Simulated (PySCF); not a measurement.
**CuNBr: relaxation and vibrations of the quartet**

Where does quartet CuNBr go from a bent start, is the end point a minimum, and what are its modes, charges and moments?

Method: PBE0, basis Cu def2-TZVP, N def2-TZVP, Br def2-TZVP, no relativity, density fitting; program: PySCF 2.14.0.

## 1. The system as given

3 atoms, charge 0, spin multiplicity 4.

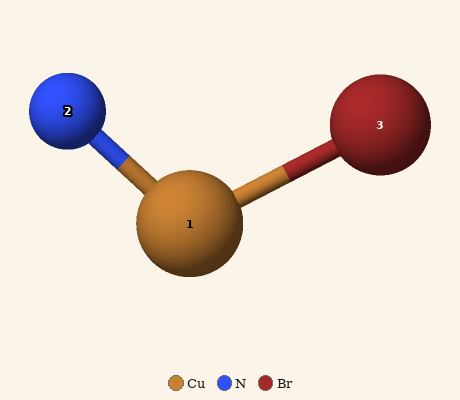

As it starts; copper orange, nitrogen blue, bromine red; atoms are numbered from 1 in the order of the file.

Z-matrix (Å, degrees; charge 0 multiplicity 4):
```
Cu
N  1 1.7500
Br 1 2.2600 2 110.00
```

## 2. The SCF at the typed geometry

One driver script runs all steps and calls PySCF; scf.py shows how it sets up the SCF of each step. The optimiser is the driver's own. After this first run the driver tries any further starts and a stability analysis.

scf.py reads:

```python
from pyscf import gto, scf, dft
mol = gto.M(atom='''
Cu     0.000000     0.000000     0.000000
N     -1.433500     0.000000     1.003800
Br     1.851300     0.000000     1.296300''',
    basis={'Cu': 'def2-TZVP', 'N': 'def2-TZVP', 'Br': 'def2-TZVP'},
    charge=0, spin=3)
mf = dft.UKS(mol, xc='PBE0')
mf.grids.atom_grid = (50, 194)
aux = {'Cu': 'def2-universal-JKFIT', 'N': 'def2-universal-JKFIT', 'Br': 'def2-universal-JKFIT'}
mf = mf.density_fit(auxbasis=aux)
mf.conv_tol = 1e-08
mf.diis_space = 10
mf.max_cycle = 60
mf.init_guess = 'minao'
mf.verbose = 4
mf.kernel()
```

On the command line:

```console
$ OMP_NUM_THREADS=4 python axn.py task.json out
```

Log:

```text
init E= -4267.2968123273
[... the frontier-level lines of each cycle are left out ...]
cycle= 1 E= -4264.0754008505  delta_E= 3.22  |g|= 4.46  |ddm|=  1.7
cycle= 2 E= -4247.86446127384  delta_E= 16.2  |g|= 8.59  |ddm|= 6.33
cycle= 3 E= -4267.68829062795  delta_E= -19.8  |g|= 2.46  |ddm|= 5.53
cycle= 4 E= -4267.88138024497  delta_E= -0.193  |g|= 1.43  |ddm|= 1.22
cycle= 5 E= -4268.6925213763  delta_E= -0.811  |g|= 0.535  |ddm|= 1.25
cycle= 6 E= -4268.74563461484  delta_E= -0.0531  |g|= 0.069  |ddm|= 0.26
cycle= 7 E= -4268.7467460792  delta_E= -0.00111  |g|= 0.0643  |ddm|= 0.129
cycle= 8 E= -4268.74892583272  delta_E= -0.00218  |g|= 0.00922  |ddm|= 0.0562
cycle= 9 E= -4268.74902439181  delta_E= -9.86e-05  |g|= 0.00417  |ddm|= 0.0142
cycle= 10 E= -4268.7490610225  delta_E= -3.66e-05  |g|= 0.00344  |ddm|= 0.0114
cycle= 11 E= -4268.74907006008  delta_E= -9.04e-06  |g|= 0.00236  |ddm|= 0.00534
cycle= 12 E= -4268.74907333063  delta_E= -3.27e-06  |g|= 0.000547  |ddm|= 0.00394
cycle= 13 E= -4268.74907354587  delta_E= -2.15e-07  |g|= 0.000168  |ddm|= 0.00105
cycle= 14 E= -4268.74907357663  delta_E= -3.08e-08  |g|= 5.59e-05  |ddm|= 0.000314
cycle= 15 E= -4268.74907358584  delta_E= -9.21e-09  |g|= 2.2e-05  |ddm|= 0.000258
Extra cycle  E= -4268.74907358552  delta_E= 3.19e-10  |g|= 6.62e-05  |ddm|= 4.95e-05
converged SCF energy = -4268.74907358552  <S^2> = 3.7638878  2S+1 = 4.0069379
```

This step, with its further starts and checks, ran for 20 s (4 threads of Intel Xeon Platinum 8488C (Sapphire Rapids), shared host).

Energies from each starting density:

| start | energy (Eh) |
| --- | --- |
| the minimal-basis guess | -4268.749074 |
| a thermally smeared density | -4268.749074 |
| a smeared PBE density | -4268.749074 |

No lower solution of this spin turned up from the other starts or in the test of internal stability.

## 3. Relaxing the quartet from the bent start

The program finds Cs symmetry in the start, which this walk keeps.

scf.py, as its differences from that of step 2:

```diff
@@ -3,3 +3,3 @@
-Cu     0.000000     0.000000     0.000000
-N     -1.433500     0.000000     1.003800
-Br     1.851300     0.000000     1.296300''',
+Cu    -0.808645     0.000000    -0.746598
+N     -2.242145     0.000000     0.257202
+Br     1.042655     0.000000     0.549702''',
@@ -15 +14,0 @@
-mf.init_guess = 'minao'
```

Energy and gradient, step by step:

| step | energy (Eh) | change (kJ/mol) | largest symmetric gradient (Eh/bohr) |
| --- | --- | --- | --- |
| 0 | -4268.749074 | 0.00 | 0.02513 |
| 1 | -4268.752449 | -8.86 | 0.01272 |
| 2 | -4268.756050 | -18.32 | 0.01000 |
| 3 | -4268.756808 | -20.31 | 0.01108 |
| 4 | -4268.758026 | -23.50 | 0.01256 |
| 5 | -4268.759669 | -27.82 | 0.00963 |
| 6 | -4268.760868 | -30.97 | 0.00616 |
| 7 | -4268.761342 | -32.21 | 0.00525 |
| 8 | -4268.761669 | -33.07 | 0.00068 |
| 9 | -4268.761716 | -33.19 | 0.00131 |
| 10 | -4268.761747 | -33.28 | 0.00033 |
| 11 | -4268.761754 | -33.29 | 0.00043 |
| 12 | -4268.761755 | -33.30 | 0.00008 |

The walk took 44 s.

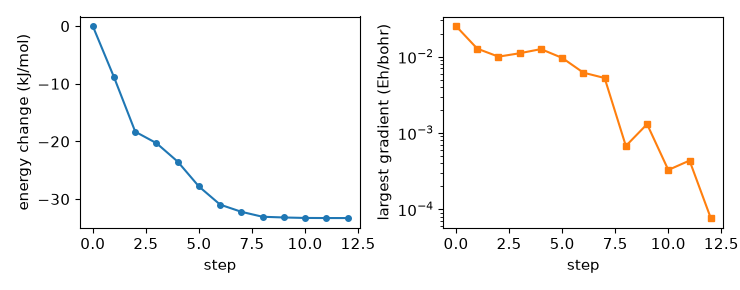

How energy and gradient fall.

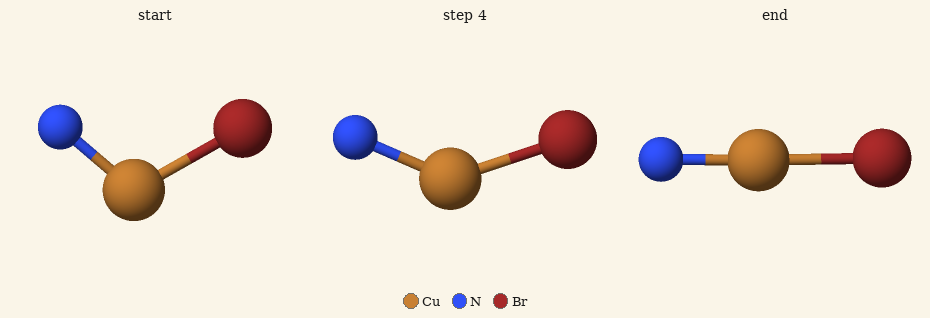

Start and end of the relaxation, with a step between.

It settles in C∞v symmetry, 33.3 kJ/mol below the start, after 12 steps: Cu–Br 2.232 Å, Cu–N 1.762 Å; Br–Cu–N 178.6°.

## 4. Is it a minimum? Harmonic modes

The point is checked on the finer grid, and tightened if its gradient asks for it. The Hessian and the dipole derivatives come from central differences of analytic gradients, with steps of 0.02 bohr.

scf.py, as its differences from that of step 3:

```diff
@@ -3,3 +3,3 @@
-Cu    -0.808645     0.000000    -0.746598
-N     -2.242145     0.000000     0.257202
-Br     1.042655     0.000000     0.549702''',
+Cu    -0.966921     0.000000    -0.098246
+N     -2.720099    -0.000000    -0.276381
+Br     1.253599     0.000000     0.127375''',
@@ -9 +9 @@
-mf.grids.atom_grid = (50, 194)
+mf.grids.atom_grid = (75, 302)
@@ -12 +12 @@
-mf.conv_tol = 1e-08
+mf.conv_tol = 1e-10
```

This SCF starts from the last density.

SCF at the final geometry:

```text
init E= -4268.76160226768
[... the frontier-level lines of each cycle are left out ...]
cycle= 1 E= -4268.76160226764  delta_E= 4.73e-11  |g|= 1.59e-05  |ddm|= 7.97e-06
cycle= 2 E= -4268.76160226689  delta_E= 7.51e-10  |g|= 6.48e-05  |ddm|= 2.53e-05
cycle= 3 E= -4268.76160226769  delta_E= -8.08e-10  |g|= 1.35e-06  |ddm|= 2.1e-05
cycle= 4 E= -4268.76160226768  delta_E= 8.19e-12  |g|= 7.81e-07  |ddm|= 1.43e-06
Extra cycle  E= -4268.76160226768  delta_E= 8.19e-12  |g|= 1.56e-06  |ddm|= 2.03e-06
converged SCF energy = -4268.76160226768  <S^2> = 3.7608781  2S+1 = 4.0054354
```

The whole step took 53 s.

Geometry: C∞v; Cu–Br 2.232 Å, Cu–N 1.762 Å; Br–Cu–N 180.0°.

Modes, for the most abundant isotopes:

```csv
symmetry,ω (cm⁻¹),IR (km/mol),μ (u)
π,35,12.3,21.67
σ+,285,15.6,43.47
σ+,583,19.2,17.32
```

μ is the mass of the mode for normalised Cartesian displacements, not the reduced mass of the usual diatomic formula.

All wavenumbers are real: a minimum.

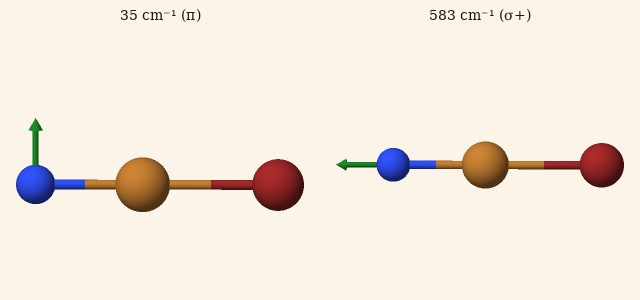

How the atoms move in 2 of the modes.

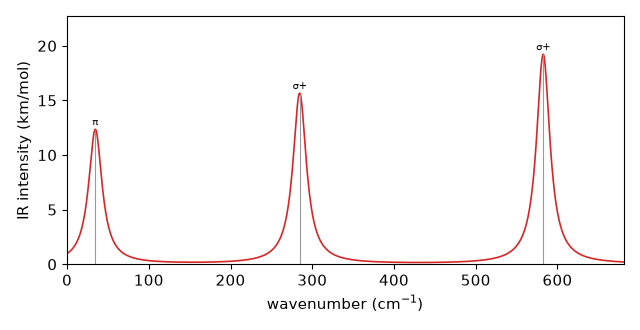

The harmonic infrared spectrum (widths in cm⁻¹). Lines are broadened to a width of 20 cm⁻¹ (Lorentzian).

Properties at this point:

```yaml
Dipole_moment: 3.45 D
Highest_occupied_level: -7.74 eV
Lowest_empty_level: -5.28 eV
Rotational_constants: 0.05825 cm⁻¹
Zero-point_energy: 5.6 kJ/mol
Principal_polarisabilities: 33.7, 33.7, 88.0 bohr³
Atomisation_energy_without_zero-point_energy: 425 kJ/mol
Principal_traceless_quadrupole_moments_about_the_centre_of_mass: -0.07, 0.04, 0.04 D Å
Entropy_at_298.15_K_and_1_bar_electronic_part_spin_only: 314.4 J/(mol K)
Heat_capacity_Cp_at_298.15_K: 57.3 J/(mol K)
Enthalpy_at_298.15_K_above_0_K: 14.83 kJ/mol
Rotational_symmetry_number: 1
Spin_squared_⟨S²⟩: 3.761
```

Charges (e) and bond orders:

```json
{"atom": "Cu1", "Mulliken": "0.39", "Löwdin": "-0.06", "polar tensor": "0.38", "spin (Mulliken)": "0.44", "Mayer order to Cu1": "–"}
{"atom": "N2", "Mulliken": "-0.03", "Löwdin": "0.08", "polar tensor": "0.13", "spin (Mulliken)": "2.52", "Mayer order to Cu1": "1.09"}
{"atom": "Br3", "Mulliken": "-0.36", "Löwdin": "-0.02", "polar tensor": "-0.51", "spin (Mulliken)": "0.04", "Mayer order to Cu1": "1.02"}
```

Mulliken populations on Cu1: s 6.63, p 12.32, d 9.65, f 0.00.

## 5. Results

| quantity | value |
| --- | --- |
| minimum | quartet, C∞v |
| geometry | Cu–Br 2.232 Å, Cu–N 1.762 Å; Br–Cu–N 180.0° |
| wavenumbers (cm⁻¹) | 35 (π), 285 (σ+), 583 (σ+) |
| dipole moment | 3.45 D |
| highest occupied, lowest empty level (either spin) | -7.74, -5.28 eV |
| polar-tensor charge of Cu1 | +0.38 e |
| zero-point energy | 5.6 kJ/mol |
| entropy at 298.15 K | 314.4 J/(mol K) |
| atomisation energy (no zero-point energy) | 425 kJ/mol |
| ⟨S²⟩ | 3.761 |

What this shows: The bent start (Cs) ends in a minimum of C∞v symmetry. In the infrared the band at 583 cm⁻¹ (σ+, stretch) leads. Most of the spin sits on N2 (Mulliken spin 2.52, against 3 for the whole molecule). Other starts or spin states, not run here, may lie lower. One determinant may miss the lowest occupation of an open d or f shell.

The search up to here took 2 min.
